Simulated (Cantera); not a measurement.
Feed: 1 mol Cr, 1.6 mol O₂, a varied amount of H₂, 0.45 mol N₂, at 1100 °C and 2.70 Pa.

Method: chemical equilibrium by Gibbs-energy minimisation in Cantera with the NASA 1993 tables (ideal gas, pure condensed phases). Candidate condensed phases: Cr, CrN, Cr₂N, Cr₂O₃, H₂O; 29 gas species. Equilibrium is a limit: real reactors are often held back by kinetics, nucleation or transport.

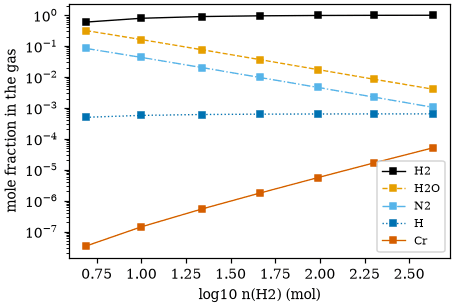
Fig. 1. Equilibrium gas composition (values under 1e-9 drawn at 1e-9)

Task: Read off the mole fractions at 10 mol H₂.

Result: H₂ about 0.79, H₂O about 0.16, N₂ about 0.043, H about 0.00057, Cr about 1.4e-7.
